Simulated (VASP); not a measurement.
Band structure of Tb (hcp). All values below come from RPBE GGA, VASP's PBE PAW potentials (set 64) (plane waves; VASP 6.6.1).

The 4f electrons are frozen in the core of the lanthanide potential, so 4f levels, which can set the real gap, and their magnetism are missing.

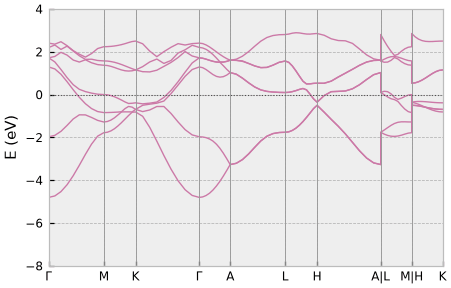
Figure: Bands along high-symmetry lines, zero at the valence-band maximum or, without a gap, the Fermi level

**Question.** Read the plot: is there a gap, and where are the band edges?

**Answer.** It has no gap at this level: it comes out as a metal or semimetal. (Edges off the drawn lines would not show.)

The compound is Tb in the hcp structure. It was relaxed first, which changed the volume by +6 %.
